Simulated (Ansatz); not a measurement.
Structure (in its standard cell), the input geometry of an electronic-structure calculation (not necessarily at equilibrium):

```
Si
1.0
     5.40192    0.00000    0.00000
     0.00000    5.40192    0.00000
     0.00000    0.00000    5.40192
Si
8
Direct
  0.50000 0.00000 0.50000
  0.25000 0.25000 0.25000
  0.50000 0.50000 0.00000
  0.25000 0.75000 0.75000
  0.00000 0.00000 0.00000
  0.75000 0.25000 0.75000
  0.00000 0.50000 0.50000
  0.75000 0.75000 0.25000
```

What does the kinematic electron diffraction pattern along [001] look like at 300 kV (B = 0.8 Å²)?

Answer. The spots form a square net with both shortest vectors at d = 1.91 Å, 90.0° apart. They are 2 -2 0 and 2 2 0. The pattern has symmetry 4mm. The lattice centring (F) removes all reflections that break h + k = 2n, h + l = 2n; a glide plane extinguishes reflections such as 2 -4 0, 2 4 0, 4 -2 0; a screw axis and a glide plane both extinguish reflections such as 0 2 0, 2 0 0, 0 6 0.

Strongest reflections with d > 0.80 Å, one of each family (|F|² from tabulated Gaussian fits of the electron scattering factors, times a small damping for the curvature of the Ewald sphere):

```
  hkl  d (Å)  I (strongest = 100)
2 2 0  1.910                  100
4 0 0  1.350                   34
4 4 0  0.955                   10
6 2 0  0.854                    7
```

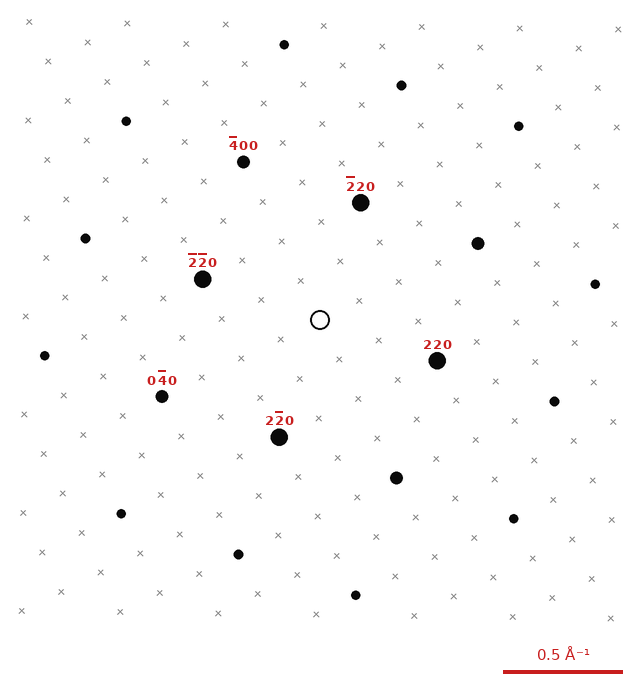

Calculated pattern, seen from the source side with [001] pointing towards the source; crosses mark the places of extinct reflections.
